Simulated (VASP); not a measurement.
# Nickel with r2SCAN: from relaxation to properties, part 4 of 6

Aim: relax Nickel, then compute properties on the relaxed cell. Left out of this account: 1 further run (core levels: core levels are not valid at this level). The start is a cell from a database of measured crystal structures.

VASP 6.6.1, plane waves and PAW; the level of theory is named at each step.

Still holding for the runs below: The magnetic order is the lowest of the few collinear ones tried above; longer or canted patterns were not tried.

So far, largest spin moment in the PAW sphere (μB): step 2 (magnetic order: ferromagnetic) 0.778; step 3 (magnetic order: antiferromagnetic, q = (0, 0, 1/2)) 0.568; step 4 (magnetic order: antiferromagnetic, q = (1/2, 1/2, 0)) 0.29; step 7 (full relaxation (r2SCAN)) 0.661.

## (10) Bands along the symmetry lines (r2SCAN)

Level of this step: r2SCAN, spin-polarised from a ferromagnetic start (one magnetic atom a cell); plane waves and PAW (Ni) (VASP).

Levels along the symmetry lines show where the bands peak and cross; KPOINTS_OPT computes them in the converged potential.

INCAR

```
SYSTEM = Ni
PREC = Accurate
ENCUT = 400
EDIFF = 1E-06
NELM = 100
ISMEAR = 1
SIGMA = 0.2
LREAL = .FALSE.
ALGO = Normal
METAGGA = R2SCAN
LASPH = .TRUE.
NBANDS = 17
ISPIN = 2
MAGMOM = 0.661
LMAXMIX = 4
LORBIT = 11
LWAVE = .FALSE.
LCHARG = .FALSE.
KPAR = 4
```

POSCAR

```
Ni
1.0
    0.0000000000      1.7363269909      1.7363269909
    1.7363269909      0.0000000000      1.7363269909
    1.7363269909      1.7363269909      0.0000000000
Ni
1
Direct
    0.0000000000      0.0000000000      0.0000000000
```

KPOINTS

```
Automatic mesh
0
Gamma
11 11 11
0 0 0
```

KPOINTS_OPT

```
Line mode
16
Line-mode
Reciprocal
  0.00000000   0.00000000   0.00000000 GAMMA
  0.50000000   0.00000000   0.50000000 X

  0.50000000   0.00000000   0.50000000 X
  0.50000000   0.25000000   0.75000000 W

  0.50000000   0.25000000   0.75000000 W
  0.37500000   0.37500000   0.75000000 K

  0.37500000   0.37500000   0.75000000 K
  0.00000000   0.00000000   0.00000000 GAMMA

  0.00000000   0.00000000   0.00000000 GAMMA
  0.50000000   0.50000000   0.50000000 L

  0.50000000   0.50000000   0.50000000 L
  0.62500000   0.25000000   0.62500000 U

  0.62500000   0.25000000   0.62500000 U
  0.50000000   0.25000000   0.75000000 W

  0.50000000   0.25000000   0.75000000 W
  0.50000000   0.50000000   0.50000000 L

  0.50000000   0.50000000   0.50000000 L
  0.37500000   0.37500000   0.75000000 K

  0.62500000   0.25000000   0.62500000 U
  0.50000000   0.00000000   0.50000000 X
```

The projector-augmented-wave data sets are Ni (PBE family, release 64).

Started as:

```sh
$ mpirun -np 4 vasp_std
```

The program printed:

```text
[... set-up lines as in an earlier step ...]
 entering main loop
       N       E                     dE             d eps       ncg     rms          rms(c)
DAV:   1     0.237195116072E+02    0.23720E+02   -0.33961E+03  4248   0.646E+02
DAV:   2    -0.128715779416E+02   -0.36591E+02   -0.33853E+02  4242   0.138E+02
DAV:   3    -0.142563223546E+02   -0.13847E+01   -0.13579E+01  4719   0.273E+01
DAV:   4    -0.142614559981E+02   -0.51336E-02   -0.51327E-02  4739   0.157E+00
DAV:   5    -0.142614736808E+02   -0.17683E-04   -0.17683E-04  4816   0.915E-02    0.108E+01
DAV:   6    -0.124343056621E+02    0.18272E+01   -0.18203E+01  5235   0.430E+01    0.716E+00
DAV:   7    -0.119366155011E+02    0.49769E+00   -0.36744E+00  4673   0.156E+01    0.235E+00
DAV:   8    -0.119345821926E+02    0.20333E-02   -0.38145E-02  4499   0.136E+00    0.117E+00
DAV:   9    -0.119325983430E+02    0.19838E-02   -0.32318E-03  5416   0.400E-01    0.390E-01
DAV:  10    -0.119319377832E+02    0.66056E-03   -0.41670E-03  5129   0.581E-01    0.794E-02
DAV:  11    -0.119319838646E+02   -0.46081E-04   -0.20194E-04  4679   0.127E-01    0.445E-02
DAV:  12    -0.119319840149E+02   -0.15028E-06   -0.16347E-05  4346   0.322E-02    0.257E-02
DAV:  13    -0.119319796176E+02    0.43972E-05   -0.17716E-05  4795   0.397E-02    0.827E-03
DAV:  14    -0.119319820571E+02   -0.24395E-05   -0.85415E-07  3358   0.740E-03    0.340E-03
DAV:  15    -0.119319827606E+02   -0.70351E-06   -0.37155E-07  2104   0.443E-03
   1 F= -.11931983E+02 E0= -.11930956E+02  d E =-.307900E-02  mag=     0.6426
 Start KPOINTS_OPT (optional k-point list driver)
k-point batch [1-56\160]
       N       E                     dE             ncg
DAV:   1     0.641469579269E+04   -0.18794E+05     4092
DAV:   2     0.419729368690E+04   -0.22174E+04     4184
DAV:   3     0.411068276149E+04   -0.86611E+02     4708
DAV:   4     0.411034561436E+04   -0.33715E+00     4666
DAV:   5     0.411034433530E+04   -0.12791E-02     4816
DAV:   6     0.411034432747E+04   -0.78290E-05     4497
DAV:   7     0.411034432735E+04   -0.11865E-06     3946
[...]
k-point batch [113-160\160]
       N       E                     dE             ncg
DAV:   1     0.996168415181E+04   -0.19338E+05     3506
DAV:   2     0.807084797664E+04   -0.18908E+04     3692
DAV:   3     0.799548220790E+04   -0.75366E+02     3997
DAV:   4     0.799520881389E+04   -0.27339E+00     3847
DAV:   5     0.799520787618E+04   -0.93770E-03     3876
DAV:   6     0.799520787075E+04   -0.54326E-05     3615
DAV:   7     0.799520787064E+04   -0.11305E-06     3119
```

Elapsed: 11 s, on 4 MPI ranks of Intel Xeon 6975P-C (Granite Rapids), shared host; peak memory 0.51 GiB.

OUTCAR, selected parts (step 10):

```text
   k-points           NKPTS =     56   k-points in BZ     NKDIM =     56   number of bands    NBANDS=     17

   NELECT =      10.0000    total number of electrons

 E-fermi :   9.8631

 spin component 1
 k-point     1 :       0.0000    0.0000    0.0000
  band No.  band energies     occupation
    ...
      2       6.9097      1.00000
      3       6.9098      1.00000
      4       6.9098      1.00000
      5       8.2524      1.00000
      6       8.2524      1.00000
      7      34.7560      0.00000
      8      39.2228      0.00000
      9      39.2228      0.00000
     10      39.2234      0.00000
     11      41.9928      0.00000
    ...

 k-point     2 :       0.0909    0.0000    0.0000
  band No.  band energies     occupation
    ...
      2       6.8249      1.00000
      3       6.9837      1.00000
      4       6.9838      1.00000
      5       8.2225      1.00000
      6       8.2226      1.00000
      7      33.3666      0.00000
      8      36.4605      0.00000
      9      38.4659      0.00000
     10      38.4664      0.00000
     11      43.1008      0.00000
    ...

  Total       -0.0098688     -0.0098688     -0.0098688      0.0000000      0.0000000      0.0000000
  in kB       -1.5102529     -1.5102529     -1.5102529      0.0000000      0.0000000      0.0000000
  external PRESSURE =      -1.5102529 kB  Pullay stress =       0.0000000 kB

 POSITION                                       TOTAL-FORCE (eV/Angst)
 -----------------------------------------------------------------------------------
      0.00000      0.00000      0.00000         0.000000      0.000000      0.000000
 -----------------------------------------------------------------------------------
    total drift:                               -0.000000      0.000000      0.000000

  FREE ENERGIE OF THE ION-ELECTRON SYSTEM (eV)
  ---------------------------------------------------
  free  energy   TOTEN  =       -11.9319827606 eV

  energy  without entropy=      -11.9289037579  energy(sigma->0) =      -11.93095643

[... 9 parts as in an earlier step ...]

[... 13 further parts left out ...]
```

Numbers from this step:

| Quantity | Value |
| --- | --- |
| SCF cycles | 15 |
| bands | 17 |
| pressure | -0.1510 GPa |
| moment of the cell, from the last line of the log | 0.6426 μB |

Spin up. The electronic bands at the labelled points (eV, zero at the Fermi level; # counts the bands kept):

```tsv
point	#2	#3	#4	#5	#6	#7
Γ	-2.95	-2.95	-2.95	-1.61	-1.61	24.89
X	-4.84	-0.87	-0.87	-0.85	2.53	9.74
W	-3.61	-3.61	-1.68	-0.87	8.12	8.12
K	-4.29	-2.58	-1.44	-1.14	5.96	7.63
Γ	-2.95	-2.95	-2.95	-1.61	-1.61	24.89
L	-2.89	-2.89	-0.96	-0.96	-0.46	5.98
U	-4.29	-2.58	-1.44	-1.14	5.96	7.63
W	-3.61	-3.61	-1.68	-0.87	8.12	8.12
L	-2.89	-2.89	-0.96	-0.96	-0.46	5.98
K	-4.29	-2.58	-1.44	-1.14	5.96	7.63
jump to U	-4.29	-2.58	-1.44	-1.14	5.96	7.63
X	-4.84	-0.87	-0.87	-0.85	2.53	9.74
```

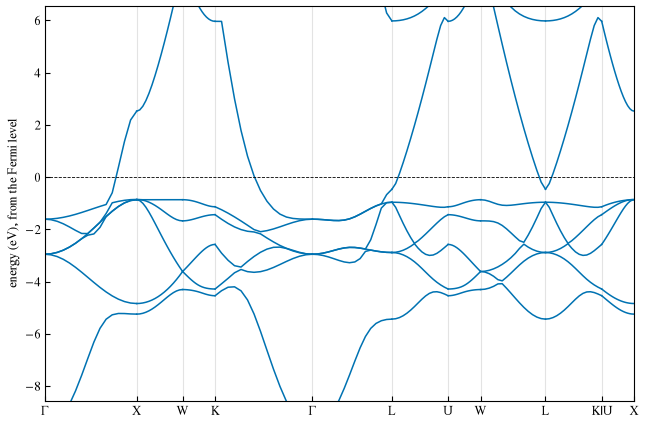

Electronic bands along the path.

Spin down. Electronic bands along the path, in eV, zero at the Fermi level; # counts the bands kept:

```tsv
point	#1	#2	#3	#4	#5	#6	#7
Γ	-9.92	-1.75	-1.75	-1.75	-0.95	-0.95	24.63
X	-4.89	-3.92	-0.16	0.52	0.52	2.27	10.04
W	-3.90	-2.70	-2.70	-1.04	0.52	8.31	8.31
K	-4.07	-3.49	-1.65	-0.78	0.23	6.18	7.84
Γ	-9.92	-1.75	-1.75	-1.75	-0.95	-0.95	24.63
L	-4.84	-2.07	-2.07	-0.68	0.15	0.15	6.60
U	-4.07	-3.49	-1.65	-0.78	0.23	6.18	7.84
W	-3.90	-2.70	-2.70	-1.04	0.52	8.31	8.31
L	-4.84	-2.07	-2.07	-0.68	0.15	0.15	6.60
K	-4.07	-3.49	-1.65	-0.78	0.23	6.18	7.84
jump to U	-4.07	-3.49	-1.65	-0.78	0.23	6.18	7.84
X	-4.89	-3.92	-0.16	0.52	0.52	2.27	10.04
```

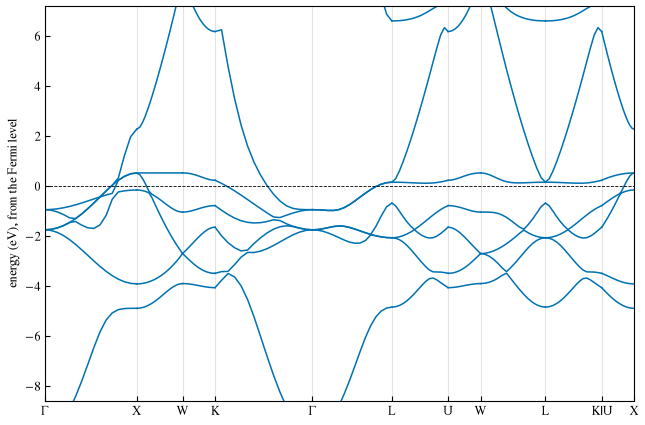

Electronic bands along the path.

There is no gap at this level.

Spin up: of the bands kept, 1 crosses the Fermi level on this path. Spin down: of the bands kept, 3 cross the Fermi level on this path.

## (11) Density of states (r2SCAN)

Here the states are counted by energy and projected on the atoms. The mesh is finer than in the run before.

Changes to INCAR since step 10:

```diff
@@ -5,3 +5,3 @@
 NELM = 100
-ISMEAR = 1
+ISMEAR = -5
 SIGMA = 0.2
@@ -19 +19,2 @@
 KPAR = 4
+NEDOS = 2001
```

POSCAR is that of step 10.

KPOINTS

```
Automatic mesh
0
Gamma
16 16 16
0 0 0
```

Started as:

```sh
$ mpirun -np 4 vasp_std
```

The program printed:

```text
[... set-up lines as in an earlier step ...]
 entering main loop
       N       E                     dE             d eps       ncg     rms          rms(c)
DAV:   1     0.228971782081E+02    0.22897E+02   -0.33860E+03 10888   0.646E+02
DAV:   2    -0.129092565057E+02   -0.35806E+02   -0.33430E+02 10953   0.137E+02
DAV:   3    -0.142624766203E+02   -0.13532E+01   -0.13442E+01 12270   0.273E+01
DAV:   4    -0.142676534566E+02   -0.51768E-02   -0.51753E-02 12139   0.159E+00
DAV:   5    -0.142676731112E+02   -0.19655E-04   -0.19649E-04 12453   0.960E-02    0.109E+01
DAV:   6    -0.124292052013E+02    0.18385E+01   -0.18198E+01 13627   0.431E+01    0.720E+00
DAV:   7    -0.119433605008E+02    0.48584E+00   -0.36128E+00 12120   0.156E+01    0.244E+00
DAV:   8    -0.119446961748E+02   -0.13357E-02   -0.40026E-02 11725   0.143E+00    0.121E+00
DAV:   9    -0.119423718340E+02    0.23243E-02   -0.40871E-03 14047   0.451E-01    0.391E-01
DAV:  10    -0.119415653995E+02    0.80643E-03   -0.30618E-03 13311   0.519E-01    0.668E-02
DAV:  11    -0.119415696067E+02   -0.42071E-05   -0.42988E-04 13054   0.171E-01    0.513E-02
DAV:  12    -0.119415711978E+02   -0.15911E-05   -0.18319E-05 11112   0.337E-02    0.280E-02
DAV:  13    -0.119415849737E+02   -0.13776E-04   -0.12918E-05 12057   0.300E-02    0.785E-03
DAV:  14    -0.119415944807E+02   -0.95071E-05   -0.18437E-06  9393   0.964E-03    0.661E-04
DAV:  15    -0.119415943517E+02    0.12904E-06   -0.45958E-08  5247   0.179E-03
   1 F= -.11941594E+02 E0= -.11941594E+02  d E =0.000000E+00  mag=     0.7055
 -----------------------------------------------------------------------------
|                                                                             |
|           W    W    AA    RRRRR   N    N  II  N    N   GGGG   !!!           |
|           W    W   A  A   R    R  NN   N  II  NN   N  G    G  !!!           |
|           W    W  A    A  R    R  N N  N  II  N N  N  G       !!!           |
|           W WW W  AAAAAA  RRRRR   N  N N  II  N  N N  G  GGG   !            |
|           WW  WW  A    A  R   R   N   NN  II  N   NN  G    G                |
|           W    W  A    A  R    R  N    N  II  N    N   GGGG   !!!           |
|                                                                             |
|     Tetrahedron method does not include variations of the Fermi             |
|     occupations, so forces and stress will be inaccurate. We suggest        |
|     using a different smearing scheme ISMEAR = 1 or 2 for metals in         |
|     relaxations.                                                            |
|                                                                             |
 -----------------------------------------------------------------------------
```

Elapsed: 13 s, on 4 MPI ranks; peak memory 0.53 GiB.

From OUTCAR (step 11):

```text
   k-points           NKPTS =    145   k-points in BZ     NKDIM =    145   number of bands    NBANDS=     17

   NELECT =      10.0000    total number of electrons

 E-fermi :   9.8907

 spin component 1
 k-point     1 :       0.0000    0.0000    0.0000
  band No.  band energies     occupation
    ...
      2       6.8514      1.00000
      3       6.8515      1.00000
      4       6.8515      1.00000
      5       8.2043      1.00000
      6       8.2043      1.00000
      7      34.7553      0.00000
      8      39.2146      0.00000
      9      39.2146      0.00000
     10      39.2152      0.00000
     11      41.9731      0.00000
    ...

 k-point     2 :       0.0625    0.0000    0.0000
  band No.  band energies     occupation
    ...
      2       6.8103      1.00000
      3       6.8878      1.00000
      4       6.8879      1.00000
      5       8.1889      1.00000
      6       8.1889      1.00000
      7      34.2236      0.00000
      8      37.2355      0.00000
      9      38.7895      0.00000
     10      38.7900      0.00000
     11      42.5789      0.00000
    ...

  Total        0.0282515      0.0282515      0.0282515      0.0000000      0.0000000     -0.0000000
  in kB        4.3234209      4.3234209      4.3234209      0.0000000      0.0000000     -0.0000000
  external PRESSURE =       4.3234209 kB  Pullay stress =       0.0000000 kB

 POSITION                                       TOTAL-FORCE (eV/Angst)
 -----------------------------------------------------------------------------------
      0.00000      0.00000      0.00000         0.000000     -0.000000      0.000000
 -----------------------------------------------------------------------------------
    total drift:                                0.000000      0.000000     -0.000000

  FREE ENERGIE OF THE ION-ELECTRON SYSTEM (eV)
  ---------------------------------------------------
  free  energy   TOTEN  =       -11.9415943517 eV

  energy  without entropy=      -11.9415943517  energy(sigma->0) =      -11.94159435

 magnetization (x)
# of ion       s       p       d       tot
------------------------------------------
    1       -0.011  -0.044   0.779   0.724

[... 6 parts as in an earlier step ...]

[... 15 further parts left out ...]
```

With tetrahedra the forces and stress of a metal are not exact derivatives of the energy.

This step gave:

```
irreducible k-points                              : 145
free energy (TOTEN)                               : -11.94 eV
Fermi energy                                      : 9.891 eV
pressure                                          : 0.4323 GPa
moment of the cell, from the last line of the log : 0.7055 μB
DOS at the Fermi level                            : 1.270 states/eV/cell
```

Spin moment in the PAW sphere by atom:

```tsv
atom	spin moment in the PAW sphere (μB)
Ni1	0.724
```

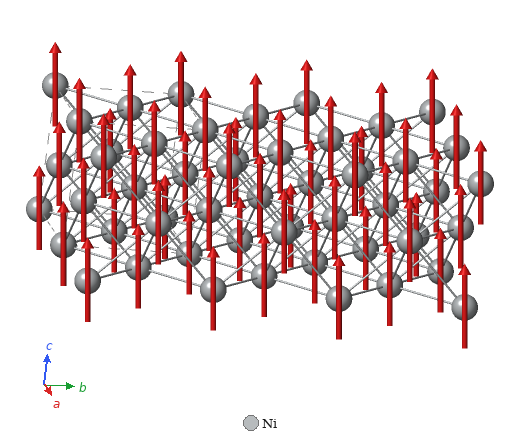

Spin moment in the PAW sphere as arrows, the longest 0.724 μB. Up and down stand for the sign. Arrows give size and sign along the axis of quantisation, drawn up and down the page. 2×3×1 conventional cells are drawn. Some periodic images of atoms are drawn too.

The density of states has structure finer than the step of the table below, so its rows give means over 1 eV, whole bins alone (the curve runs from -12.0 to 7.91 eV). Peaks (eV: height): total down -2.0: 1.56, -1.6: 1.70, -1.0: 1.30, 0.1: 1.75; total up -4.3: 1.05, -2.7: 1.91, -1.1: 2.64; Ni d up -4.3: 0.883, -2.7: 1.79, -1.1: 2.59; Ni d down -2.0: 1.37, -1.6: 1.56, -1.0: 1.22, 0.1: 1.72; Ni p up -4.2: 0.0624, -3.9: 0.0623, -3.0: 0.0871, -2.5: 0.057.

States under -12.0 eV and over 7.9 eV are left out. The density of states by energy, zero at the Fermi level; means over each step; 7 of 8 lines; values in states/eV/cell:

```tsv
energy (eV)	total down	total up	Ni d up	Ni d down	Ni p up	Ni p down	Ni s up
-11	0	0	0	0	0	0	0
-10	0.00506	0.00116	0	0	1.2e-5	1.1e-4	9.0e-4
-9	0.0299	0.0251	9.2e-5	1.7e-4	0.00141	0.00214	0.0182
-8	0.0482	0.0456	0.00133	0.00131	0.00525	0.00623	0.0296
-7	0.0690	0.0706	0.00678	0.00524	0.0112	0.0121	0.0386
-6	0.105	0.140	0.0428	0.0196	0.0212	0.0206	0.0531
-5	0.290	0.622	0.451	0.150	0.0400	0.0350	0.0711
-4	0.544	0.870	0.744	0.405	0.0538	0.0450	0.0117
-3	0.764	1.31	1.17	0.650	0.0660	0.0550	0.0120
-2	1.28	1.14	1.07	1.12	0.0294	0.0831	0.00667
-1	1.07	1.05	1.01	1.00	0.0151	0.0306	0.00884
0	1.05	0.145	0.0940	1.01	0.0274	0.0142	0.0132
1	0.201	0.129	0.0645	0.155	0.0375	0.0257	0.0139
2	0.149	0.121	0.0492	0.0873	0.0442	0.0376	0.0126
3	0.129	0.113	0.0386	0.0622	0.0490	0.0438	0.0101
4	0.107	0.0933	0.0298	0.0454	0.0436	0.0419	0.00696
5	0.0815	0.0730	0.0223	0.0313	0.0360	0.0352	0.00447
6	0.0542	0.0736	0.0256	0.0195	0.0233	0.0249	0.0165
7	0.107	0.128	0.0447	0.0447	0.0316	0.0194	0.0378
```

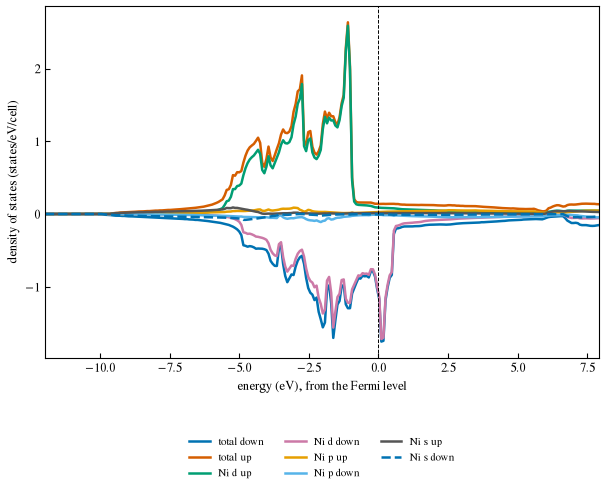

Density of states against energy. Down spins are drawn negative.

The finer mesh and the other smearing move the Fermi level by +0.03 eV from the 11×11×11 run, a small shift, which tests the Fermi level alone. Of the states within 0.3 eV of the Fermi level, the largest shares in the PAW spheres are Ni d 94 %. The rest lies in smaller channels or between the spheres.

(Part 4 of 6 ends here.)

[Lines on the potential files, build, host, timing and source positions are cut from VASP's logs without a mark.]

[Logs are printed without paths, hosts, clocks, repeated set-up lines and the standing remarks that a program may print on its own settings, such as how far it seeks lower states.]

[Hosts, paths, dates, database ids (printed as entryN), source tags and the programs' standing remarks are cut or masked in the printed files.]

[Measured values are set beside computed ones only where the two were judged alike; some that the calculation misses by far are left out.]
